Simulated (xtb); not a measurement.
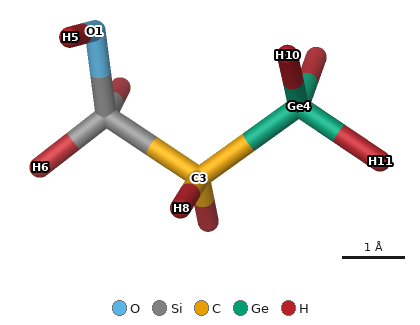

**Figure 1.** The structure as given in the input (stick view, seen at a tilt; atoms are numbered from 1 in the order of the input). Sticks mark near contacts. Bond lengths as drawn: C–Ge 2.00 Å, C–H 1.04 to 1.15 Å, C–Si 1.89 Å, Ge–H 1.51 to 1.60 Å, H–O 1.10 Å, H–Si 1.36 to 1.47 Å and O–Si 1.56 Å.

CH₈GeOSi: geometry relaxation (part 1 of 3)

- system: CH₈GeOSi
- method: GFN2-xTB (xtb 6.7.1 later snapshot)

The input (start.xyz):
```
12

O     -0.94620     1.56667    -1.05532
Si    -0.46168     1.33692     0.41032
C      0.69142    -0.14150     0.65377
Ge     0.14049    -1.71905    -0.44534
H     -0.17030     2.03528    -1.68618
H      0.10378     2.40096     1.03282
H     -1.74151     1.03271     1.06638
H      1.72685     0.21940     0.30529
H      0.67405    -0.33163     1.67642
H      0.42096    -1.45835    -1.90316
H      0.99097    -3.02252    -0.05750
H     -1.32183    -2.07272    -0.08954
```

File .CHRG:
```
0
```

File .UHF:
```
0
```

Hardware: 1 thread of Arm Neoverse V1, 24 GiB of memory available, shared host.

Command:
```bash
xtb -o loose --gfn2 -P 1 -- start.xyz | tee run.log
```

What the program printed:
```
* xtb version 6.7.1
   ID    Z sym.   atoms
    1    8 O      1
    2   14 Si     2
    3    6 C      3
    4   32 Ge     4
    5    1 H      5-12

           -------------------------------------------------
          |                Calculation Setup                |
           -------------------------------------------------

          program call               : xtb -o loose --gfn2 -P 1 -- start.xyz
          coordinate file            : start.xyz
          omp threads                :                     1

           -------------------------------------------------
          |                 G F N 2 - x T B                 |
           -------------------------------------------------

      * Hamiltonian:
        H0-scaling (s, p, d)           1.850000    2.230000    2.230000
        zeta-weighting                 0.500000
      * Dispersion:
        s8                             2.700000
        a1                             0.520000
        a2                             5.000000
        s9                             5.000000
      * Repulsion:
        kExp                           1.500000    1.000000
        rExp                           1.000000
      * Coulomb:
        alpha                          2.000000
        third order                    shell-resolved
        anisotropic                    true
        a3                             3.000000
        a5                             4.000000
        cn-shift                       1.200000
        cn-exp                         4.000000
        max-rad                        5.000000

          ...................................................
          :                      SETUP                      :
          :.................................................:
          :  # basis functions                  36          :
          :  # atomic orbitals                  34          :
          :  # shells                           18          :
          :  # electrons                        26          :
          :  max. iterations                   250          :
          :  Hamiltonian                  GFN2-xTB          :
          :  restarted?                      false          :
          :  GBSA solvation                  false          :
          :  PC potential                    false          :
          :  electronic temp.          300.0000000     K    :
          :  accuracy                    1.0000000          :
          :  -> integral cutoff          0.2500000E+02      :
          :  -> integral neglect         0.1000000E-07      :
          :  -> SCF convergence          0.1000000E-05 Eh   :
          :  -> wf. convergence          0.1000000E-03 e    :
          :  Broyden damping             0.4000000          :
          :  net charge                          0          :
          :  unpaired electrons                  0          :
          ...................................................

 iter      E             dE          RMSdq      gap      omega  full diag
   1    -13.9569303 -0.139569E+02  0.582E+00    5.76       0.0  T
   2    -14.0108602 -0.539298E-01  0.576E+00    6.05       1.0  T
   3    -14.0612250 -0.503648E-01  0.270E+00    6.15       1.0  T
   4    -14.0542504  0.697456E-02  0.192E+00    6.05       1.0  T
   5    -14.0627445 -0.849413E-02  0.504E-01    5.98       1.0  T
   6    -14.0626746  0.699208E-04  0.337E-01    6.06       1.0  T
   7    -14.0629450 -0.270367E-03  0.152E-01    5.99       1.0  T
   8    -14.0629611 -0.160930E-04  0.527E-02    5.99       1.0  T
   9    -14.0629629 -0.181314E-05  0.239E-02    5.99       1.2  T
  10    -14.0629632 -0.342345E-06  0.734E-03    5.99       3.9  T
  11    -14.0629634 -0.223451E-06  0.147E-03    5.99      19.7  T
  12    -14.0629635 -0.246458E-08  0.459E-04    5.99      62.9  T
  13    -14.0629635 -0.268386E-09  0.179E-04    5.99     161.3  T

   *** convergence criteria satisfied after 13 iterations ***

         #    Occupation            Energy/Eh            Energy/eV
      -------------------------------------------------------------
         1        2.0000           -0.7730727             -21.0364
       ...           ...                  ...                  ...
         7        2.0000           -0.4855024             -13.2112
         8        2.0000           -0.4701773             -12.7942
         9        2.0000           -0.4301118             -11.7039
        10        2.0000           -0.4287906             -11.6680
        11        2.0000           -0.4195319             -11.4160
        12        2.0000           -0.4086241             -11.1192
        13        2.0000           -0.3889231             -10.5831 (HOMO)
        14                         -0.1687944              -4.5931 (LUMO)
        15                         -0.1532051              -4.1689
        16                         -0.1292819              -3.5179
        17                         -0.1056246              -2.8742
        18                         -0.0970336              -2.6404
       ...                                ...                  ...
        34                          1.3144561              35.7682
      -------------------------------------------------------------
                  HL-Gap            0.2201288 Eh            5.9900 eV
             Fermi-level           -0.2788587 Eh           -7.5881 eV

 SCC (total)                   0 d,  0 h,  0 min,  0.006 sec
 SCC setup                      ...        0 min,  0.000 sec (  1.107%)
 Dispersion                     ...        0 min,  0.000 sec (  0.757%)
 classical contributions        ...        0 min,  0.000 sec (  0.145%)
 integral evaluation            ...        0 min,  0.001 sec ( 12.928%)
 iterations                     ...        0 min,  0.004 sec ( 59.412%)
 molecular gradient             ...        0 min,  0.002 sec ( 24.507%)
 printout                       ...        0 min,  0.000 sec (  0.958%)

         :::::::::::::::::::::::::::::::::::::::::::::::::::::
         ::                     SUMMARY                     ::
         :::::::::::::::::::::::::::::::::::::::::::::::::::::
         :: total energy             -13.938310902189 Eh    ::
         :: gradient norm              0.178219672129 Eh/a0 ::
         :: HOMO-LUMO gap              5.990008691153 eV    ::
         ::.................................................::
         :: SCC energy               -14.062952380192 Eh    ::
         :: -> isotropic ES            0.034892353630 Eh    ::
         :: -> anisotropic ES          0.004713076095 Eh    ::
         :: -> anisotropic XC          0.003233747958 Eh    ::
         :: -> dispersion             -0.007321759586 Eh    ::
         :: repulsion energy           0.124641478002 Eh    ::
         :: add. restraining           0.000000000000 Eh    ::
         :: total charge              -0.000000000000 e     ::
         :::::::::::::::::::::::::::::::::::::::::::::::::::::

      -----------------------------------------------------------
     |                   =====================                   |
     |                        A N C O P T                        |
     |                   =====================                   |
     |               Approximate Normal Coordinate               |
     |                Rational Function Optimizer                |
      -----------------------------------------------------------

          ...................................................
          :                      SETUP                      :
          :.................................................:
          :   optimization level             loose          :
          :   max. optcycles                   200          :
          :   ANC micro-cycles                  20          :
          :   degrees of freedom                30          :
          :.................................................:
          :   RF solver                   davidson          :
          :   write xtbopt.log                true          :
          :   linear?                        false          :
          :   energy convergence         0.5000000E-04 Eh   :
          :   grad. convergence          0.4000000E-02 Eh/α :
          :   maximum RF displ.          1.0000000          :
          :   Hlow (freq-cutoff)         0.1000000E-01      :
          :   Hmax (freq-cutoff)         5.0000000          :
          :   S6 in model hess.         20.0000000          :
          ...................................................

generating ANC from exact Hessian ...
Using Lindh-Hessian (1995)
 Shifting diagonal of input Hessian by    9.5512537884223821E-003
 Lowest  eigenvalues of input Hessian
    0.000000    0.000000    0.000000    0.000000    0.000000    0.000000
    0.010000    0.010653    0.011205    0.014164    0.016037    0.018565
    0.019403    0.020027    0.022933    0.030764    0.031523    0.040248
 Highest eigenvalues
    0.666831    0.773178    0.859423    0.928942    1.124883    2.009416

........................................................................
.............................. CYCLE    1 ..............................
........................................................................

 iter      E             dE          RMSdq      gap      omega  full diag
   1    -14.0629635 -0.140630E+02  0.587E-05    5.99       0.0  T
   2    -14.0629635 -0.700062E-11  0.350E-05    5.99     824.9  T
   3    -14.0629635 -0.155786E-11  0.263E-05    5.99    1099.5  T
     SCC iter.                  ...        0 min,  0.001 sec
     gradient                   ...        0 min,  0.002 sec
 * total energy  :   -13.9383109 Eh     change       -0.3020517E-10 Eh
   gradient norm :     0.1782197 Eh/α   predicted     0.0000000E+00 (-100.00%)
   displ. norm   :     0.3139582 α      lambda       -0.3778331E-01
   maximum displ.:     0.1292467 α      in ANC's #28, #14, #16, ...

........................................................................
.............................. CYCLE    2 ..............................
........................................................................

 iter      E             dE          RMSdq      gap      omega  full diag
   1    -14.0817745 -0.140818E+02  0.822E-01    6.12       0.0  T
   2    -14.0819784 -0.203892E-03  0.465E-01    6.18       1.0  T
   3    -14.0819755  0.287755E-05  0.231E-01    6.18       1.0  T
   4    -14.0820042 -0.287159E-04  0.687E-02    6.19       1.0  T
   5    -14.0820124 -0.819190E-05  0.607E-02    6.19       1.0  T
   6    -14.0820198 -0.734952E-05  0.145E-02    6.18       2.0  T
   7    -14.0820199 -0.786601E-07  0.722E-03    6.18       4.0  T
   8    -14.0820200 -0.932000E-07  0.301E-03    6.18       9.6  T
   9    -14.0820200 -0.135195E-07  0.771E-04    6.18      37.4  T
  10    -14.0820200 -0.440185E-09  0.156E-04    6.18     184.6  T
     SCC iter.                  ...        0 min,  0.003 sec
     gradient                   ...        0 min,  0.002 sec
 * total energy  :   -13.9649473 Eh     change       -0.2663643E-01 Eh
   gradient norm :     0.0818545 Eh/α   predicted    -0.2075380E-01 ( -22.08%)
   displ. norm   :     0.2647663 α      lambda       -0.1386317E-01
   maximum displ.:     0.1431716 α      in ANC's #4, #28, #14, ...

........................................................................
.............................. CYCLE    3 ..............................
........................................................................

 iter      E             dE          RMSdq      gap      omega  full diag
   1    -14.0995661 -0.140996E+02  0.780E-01    6.10       0.0  T
   2    -14.0997069 -0.140860E-03  0.426E-01    6.12       1.0  T
   3    -14.0996267  0.802464E-04  0.225E-01    6.16       1.0  T
   4    -14.0997315 -0.104823E-03  0.103E-01    6.15       1.0  T
   5    -14.0997522 -0.207308E-04  0.379E-02    6.15       1.0  T
   6    -14.0997546 -0.241354E-05  0.190E-02    6.15       1.5  T
   7    -14.0997549 -0.258738E-06  0.102E-02    6.15       2.8  T
   8    -14.0997550 -0.159479E-06  0.414E-03    6.15       7.0  T
   9    -14.0997551 -0.136615E-07  0.888E-04    6.15      32.5  T
  10    -14.0997551 -0.311072E-09  0.228E-04    6.15     126.7  T
     SCC iter.                  ...        0 min,  0.002 sec
     gradient                   ...        0 min,  0.002 sec
 * total energy  :   -13.9694639 Eh     change       -0.4516584E-02 Eh
   gradient norm :     0.0520677 Eh/α   predicted    -0.7417498E-02 (  64.23%)
   displ. norm   :     0.1250029 α      lambda       -0.3446754E-02
   maximum displ.:     0.0477717 α      in ANC's #11, #9, #7, ...

........................................................................
.............................. CYCLE    4 ..............................
........................................................................

 iter      E             dE          RMSdq      gap      omega  full diag
   1    -14.0925847 -0.140926E+02  0.293E-01    6.14       0.0  T
   2    -14.0925928 -0.807647E-05  0.168E-01    6.14       1.0  T
   3    -14.0925654  0.273188E-04  0.126E-01    6.13       1.0  T
   4    -14.0926025 -0.370473E-04  0.167E-02    6.13       1.7  T
   5    -14.0926031 -0.659212E-06  0.114E-02    6.13       2.5  T
   6    -14.0926032 -0.455662E-07  0.821E-03    6.13       3.5  T
   7    -14.0926032 -0.173009E-07  0.195E-03    6.13      14.8  T
   8    -14.0926032 -0.209403E-07  0.910E-04    6.13      31.7  T
   9    -14.0926032 -0.362023E-09  0.298E-04    6.13      96.9  T
     SCC iter.                  ...        0 min,  0.002 sec
     gradient                   ...        0 min,  0.002 sec
 * total energy  :   -13.9710158 Eh     change       -0.1551896E-02 Eh
   gradient norm :     0.0114780 Eh/α   predicted    -0.1750306E-02 (  12.79%)
   displ. norm   :     0.0724657 α      lambda       -0.2744700E-03
   maximum displ.:     0.0353617 α      in ANC's #1, #14, #3, ...
```
